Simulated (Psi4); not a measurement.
# C2H3Si (SMILES C#C[SiH2]): UBLYP/aug-cc-pVDZ

Aim: the energy change on altering one bond length of C2H3Si at UBLYP/aug-cc-pVDZ, from 2 runs. 

The results are computed with Psi4 1.11.

1 further run of the same task is left out (set aside as unsound or not needed).

## 1. The molecule

The species is C2H3Si (6 atoms), meant as a doublet with charge 0. SMILES: `C#C[SiH2]`. The coordinates come from a PBE0-D4/def2-TZVP relaxation.

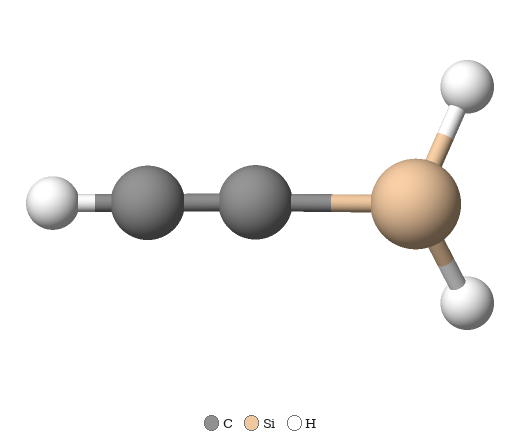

The structure, seen from a chosen angle (carbon grey, silicon light orange, hydrogen white).

## 2. A single-point energy at UBLYP/aug-cc-pVDZ

Input file run.py:

```python
import psi4

psi4.set_memory('1600 MB')
psi4.set_num_threads(1)
psi4.set_output_file('psi4.out', False)

geom = psi4.geometry("""
0 2
C      1.019700    -1.302300     0.535000
C      0.376000    -0.354500     0.145700
Si    -0.444500     1.136900    -0.449500
H      1.575400    -2.144400     0.879400
H     -1.137600     0.894600    -1.738800
H     -1.346900     1.705600     0.581800
symmetry c1
no_reorient
no_com
""")

options = {'basis': 'aug-cc-pVDZ', 'reference': 'uks', 'puream': True, 'e_convergence': 1e-09, 'd_convergence': 1e-08, 'scf_type': 'pk', 'dft_radial_points': 99, 'dft_spherical_points': 590, 'maxiter': 200}
psi4.set_options(options)

energy_value, wavefunction = psi4.energy('blyp', return_wfn=True)
psi4.oeprop(wavefunction, 'LOWDIN_CHARGES', 'MULLIKEN_CHARGES', 'DIPOLE')
print(f'blyp energy: {energy_value:.10f} Eh')
```

The run is started by

```bash
$ python run.py
```

psi4.out:

```text
[...]
  Running in c1 symmetry.
[...]
  Nuclear repulsion =   75.762560947667225
[...]
  Multiplicity = 2
[...]
  Nalpha       = 15
  Nbeta        = 14
[...]
    Number of basis functions: 100
[...]
   @UKS iter   1:  -366.84741730553117   -1.08966e-01   8.51582e-03 DIIS/ADIIS
[...]
   @UKS iter  14:  -367.35872819510581   -4.26326e-12   4.96364e-09 DIIS
[...]
   @S^2 Observed:                7.533607212E-01
[...]
    Orbital Energies [Eh]
    ---------------------
    Alpha Occupied:
       1A    -65.519140     2A     -9.942441     3A     -9.926149
       4A     -5.083892     5A     -3.506040     6A     -3.502503
       7A     -3.501496     8A     -0.685197     9A     -0.526561
      10A     -0.472635    11A     -0.359735    12A     -0.329219
      13A     -0.276451    14A     -0.258811    15A     -0.181637
    Alpha Virtual:
      16A     -0.037600    17A     -0.024510    18A     -0.012935
      19A     -0.001469    20A      0.003514    21A      0.017303
      22A      0.023736    23A      0.037330    24A      0.048116
      25A      0.058748    26A      0.066762    27A      0.069817
[...]
  @UKS Final Energy:  -367.35872819510581
   => Energetics <=
    Nuclear Repulsion Energy =             75.7625609476672253
    One-Electron Energy =                -654.9039382976859542
    Two-Electron Energy =                 244.5152727061313840
    DFT Exchange-Correlation Energy =     -32.7326235512184880
    Empirical Dispersion Energy =           0.0000000000000000
    VV10 Nonlocal Energy =                  0.0000000000000000
    Total Energy =                       -367.3587281951058117
[...]
 Multipole Moments:
 ------------------------------------------------------------------------------------
     Multipole            Electronic (a.u.)      Nuclear  (a.u.)        Total (a.u.)
 ------------------------------------------------------------------------------------
 L = 1.  Multiply by 2.5417464519 to convert [e a0] to [Debye]
 Dipole X            :         -2.2421622            2.3472288            0.1050667
 Dipole Y            :        -12.2768308           12.1539625           -0.1228683
 Dipole Z            :          4.7510442           -4.6986150            0.0524291
 Magnitude           :                                                    0.1699542
[...]
  Mulliken Charges: (a.u.)
   Center  Symbol    Alpha    Beta     Spin     Total
       1     C     2.05222  1.80523  0.24700  2.14255
       2     C     3.54051  3.66699 -0.12648 -1.20751
       3    SI     7.88795  7.06032  0.82763 -0.94827
       4     H     0.83927  0.85071 -0.01144 -0.68999
       5     H     0.34003  0.30838  0.03165  0.35160
       6     H     0.34002  0.30837  0.03165  0.35162
   Total alpha = 15.00000, Total beta = 14.00000, Total charge =  0.00000
  Lowdin Charges: (a.u.)
   Center  Symbol    Alpha    Beta     Spin     Total
[...]
```

On the terminal:

```text
Memory set to   1.490 GiB by Python driver.
  Threads set to 1 by Python driver.
blyp energy: -367.3587281951 Eh
```

Run time: 38 s. Hardware: 1 thread of Intel Xeon Platinum 8375C at 2.90GHz (Ice Lake), shared host; peak memory 0.81 GiB.

## 3. The distorted shape at the same level

Input file input.dat:

```
memory 1600 MB

molecule molecule1 {
  0 2
  C      1.290425    -1.472913     0.225605
  C      0.646725    -0.525113    -0.163695
  Si    -0.173775     0.966287    -0.758895
  H      1.846125    -2.315013     0.570005
  H     -0.866875     0.723987    -2.048195
  H     -1.346900     1.705600     0.581800
  units angstrom
  symmetry c1
  no_reorient
  no_com
}

set globals {
  reference            uks
  puream               true
  e_convergence        1e-09
  d_convergence        1e-08
  scf_type             pk
  dft_radial_points    99
  dft_spherical_points 590
  maxiter              200
}

result, w = energy('blyp/aug-cc-pVDZ', return_wfn=True)
oeprop(w, 'MULLIKEN_CHARGES', 'LOWDIN_CHARGES', 'DIPOLE')
```

The run is started by

```bash
$ psi4 -i input.dat -o output.dat -n 1
```

output.dat, shortened:

```text
[...]
  Running in c1 symmetry.
[...]
  Nuclear repulsion =   74.374547944385171
[...]
  Multiplicity = 2
[...]
  Nalpha       = 15
  Nbeta        = 14
[...]
    Number of basis functions: 100
[...]
   @UKS iter   1:  -366.76010999940627   -8.76224e-02   8.93001e-03 DIIS/ADIIS
[...]
   @UKS iter  15:  -367.32862852376013   -2.72848e-12   6.07277e-09 DIIS
[...]
   @S^2 Observed:                7.530490781E-01
[...]
  @UKS Final Energy:  -367.32862852376013
   => Energetics <=
    Nuclear Repulsion Energy =             74.3745479443851707
    One-Electron Energy =                -651.9478931140291706
    Two-Electron Energy =                 242.8990142685725573
    DFT Exchange-Correlation Energy =     -32.6542976226887376
    Empirical Dispersion Energy =           0.0000000000000000
    VV10 Nonlocal Energy =                  0.0000000000000000
    Total Energy =                       -367.3286285237601305
[...]
 Multipole Moments:
 ------------------------------------------------------------------------------------
     Multipole            Electronic (a.u.)      Nuclear  (a.u.)        Total (a.u.)
 ------------------------------------------------------------------------------------
 L = 1.  Multiply by 2.5417464519 to convert [e a0] to [Debye]
 Dipole X            :        -16.3992838           16.6719198            0.2726359
 Dipole Y            :         -3.4291972            3.1264309           -0.3027663
 Dipole Z            :         20.9698020          -21.0694258           -0.0996238
 Magnitude           :                                                    0.4194314
[...]
  Mulliken Charges: (a.u.)
   Center  Symbol    Alpha    Beta     Spin     Total
       1     C     2.03656  1.81343  0.22313  2.15002
       2     C     3.54838  3.65896 -0.11057 -1.20734
       3    SI     7.69797  6.90485  0.79312 -0.60282
       4     H     0.83886  0.84965 -0.01079 -0.68851
       5     H     0.34258  0.29838  0.04420  0.35903
       6     H     0.53565  0.47473  0.06091 -0.01038
   Total alpha = 15.00000, Total beta = 14.00000, Total charge =  0.00000
  Lowdin Charges: (a.u.)
   Center  Symbol    Alpha    Beta     Spin     Total
[...]
```

It took 39 s on 1 thread of Intel Xeon Platinum 8375C at 2.90GHz (Ice Lake), shared host; peak memory 0.81 GiB.

## 4. What came out

At UBLYP/aug-cc-pVDZ:

| quantity | value |
| --- | --- |
| first shape: total energy | -367.35873 Eh |
| first shape: dipole moment | 0.43 D |
| first shape: HOMO energy (highest over α and β) | -4.94 eV |
| first shape: LUMO energy (lowest over α and β) | -3.66 eV |
| first shape: ⟨S²⟩ | 0.753 |
| distorted shape: total energy | -367.32863 Eh |
| distorted shape: dipole moment | 1.07 D |
| distorted shape: HOMO energy (highest over α and β) | -5.08 eV |
| distorted shape: LUMO energy (lowest over α and β) | -3.85 eV |
| distorted shape: ⟨S²⟩ | 0.753 |
| energy change with the Si3–H6 bond stretched from 1.484 to 1.929 Å | 0.819 eV |

In words: With the Si3–H6 bond stretched from 1.484 to 1.929 Å the energy rises by 0.82 eV (18.9 kcal/mol). The first shape isn't relaxed at this level, so the change isn't measured from a minimum. Mulliken charges (first shape) run from -1.21 on C2 to +2.14 on C1; in a basis this large or diffuse they mean little. Mulliken charges (distorted shape) run from -1.21 on C2 to +2.15 on C1; in a basis this large or diffuse they mean little.
